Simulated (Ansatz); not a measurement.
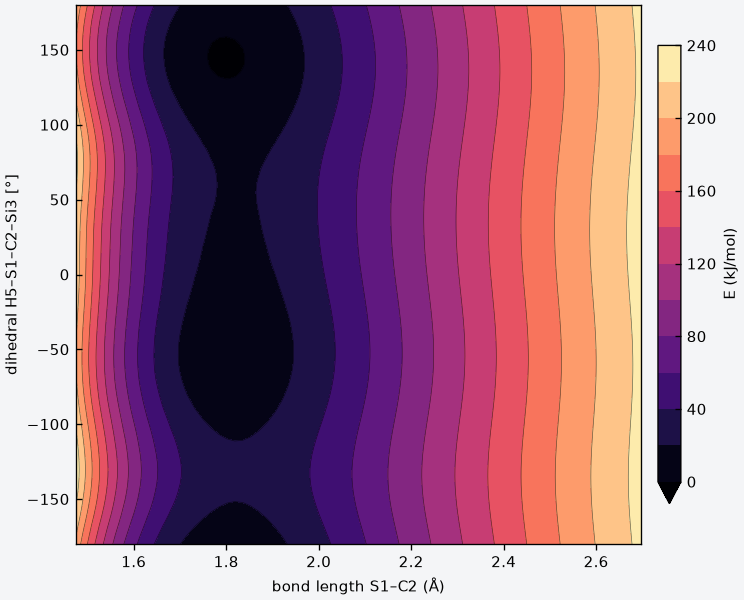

CH₅AsSSi, SMILES SC1[SiH2][AsH]1. Coordinates scanned: (1) bond length S1–C2; (2) dihedral H5–S1–C2–Si3. Nothing is relaxed (all other coordinates rigid). The grid has 15 × 15 points. Points are written as (first, second). Energies: kJ/mol, counted from the lowest grid point. The reference is spin-restricted, which grows unreliable where a bond is stretched far. Computed with Ansatz 0.2.0, RKS PBE-D4/def2-SVP.

Drawn: filled contours. Between grid points the surface is interpolated.

The lowest grid point is at (1.824 Å, 156°). There is a further well near (1.824 Å, −60°) (6 kJ/mol above the lowest at that grid point). The highest grid point, (1.474 Å, −132°), lies 232 kJ/mol above the lowest. On the interpolated surface the easiest way out of the lowest well to the well at about (1.80 Å, −55°) passes a barrier of about 20 kJ/mol, counted from the interpolated bottom of the well. Round the minimum the two coordinates are weakly coupled (coupling 0.05 in units of the two stiffnesses).

The level of theory is changed to RKS PBE0-D4/def2-SVP (Ansatz 0.2.0); with it change the reference geometry, relaxed at the new level; the new grid has 11 × 10 points, laid about the new relaxed structure.

### What will the new map look like?

The minimum (interpolated where it lies between grid points) moves from about (1.798 Å, 145°) to about (1.788 Å, 145°). The easiest pass out of the lowest well goes from about 20 to about 21 kJ/mol on the interpolated surfaces.

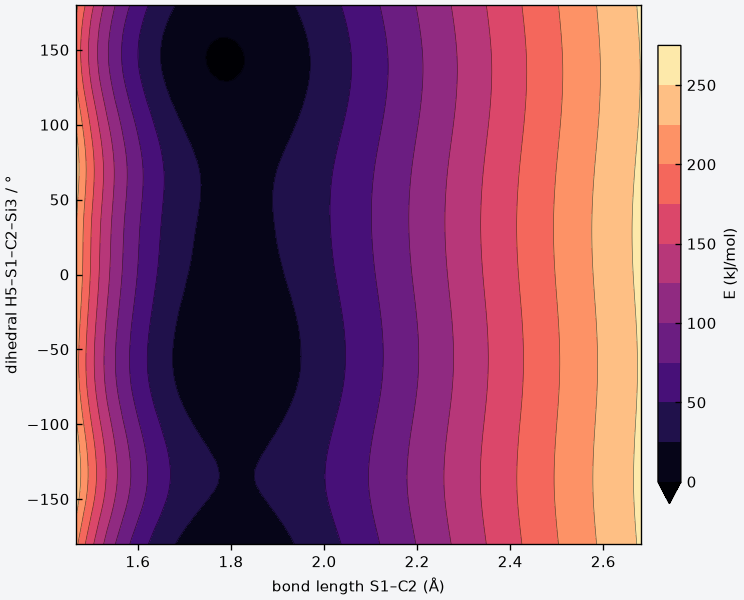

The map after the change, on a colour scale of its own. Drawn: filled contours. Between grid points the surface is interpolated.
